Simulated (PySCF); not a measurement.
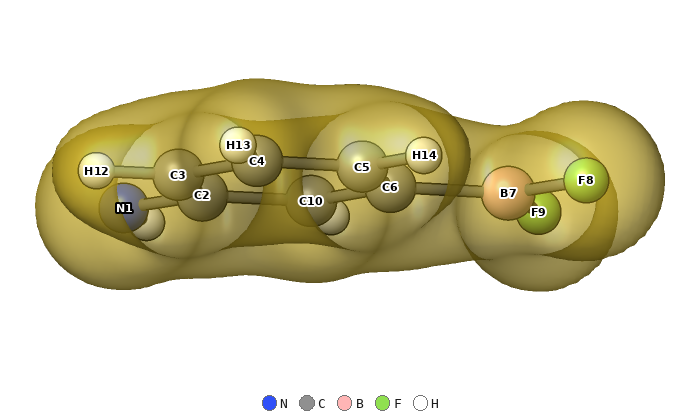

The picture shows: C$_{6}$H$_{5}$BF$_{2}$N (SMILES [NH]c1cccc(B(F)F)c1) (doublet). Isosurface of the total electron density at 0.2 e/Å³ (yellow), seen from one side.

Geometry: GFN2-xTB.

Level of theory: UKS B3LYP, pcH-1 on B C F H N, non-relativistic, mean-field spin-orbit, GIAO (PySCF).

Input file:

```
{"job": {"kind": "epr", "basis": "pcH-1"}, "charge": 0, "multiplicity": 2}
N     -2.005136    -1.970948     0.281323
C     -1.223817    -0.933729     0.153181
C     -1.832622     0.361242     0.108815
C     -1.069545     1.491603    -0.025146
C      0.316521     1.404809    -0.122331
C      0.970614     0.157337    -0.083908
B      2.521673     0.070978    -0.191896
F      3.292049     1.133948    -0.320874
F      3.178804    -1.072150    -0.161562
C      0.204510    -0.987083     0.051467
H     -1.505474    -2.857677     0.305387
H     -2.907502     0.401959     0.185646
H     -1.542128     2.462367    -0.056810
H      0.910173     2.299828    -0.228513
H      0.687466    -1.954494     0.083307
```

Run with:

```sh
OMP_NUM_THREADS=1 python probes_run.py task.json out
```

How is the density connected at this value?

At this value the surface is in one piece. It bridges the sampled C–N (1.30 Å), B–F (1.32 Å), C–C (1.37 Å) and C–B (1.56 Å) contacts, where the density stays above the isovalue. On the grid the lowest density along these lines, outside the cores, is 2.5 e/Å³ (C–N, 1.30 Å), 1.5 e/Å³ (B–F, 1.32 Å), 2.2 e/Å³ (C–C, 1.37 Å) and 1.4 e/Å³ (C–B, 1.56 Å).
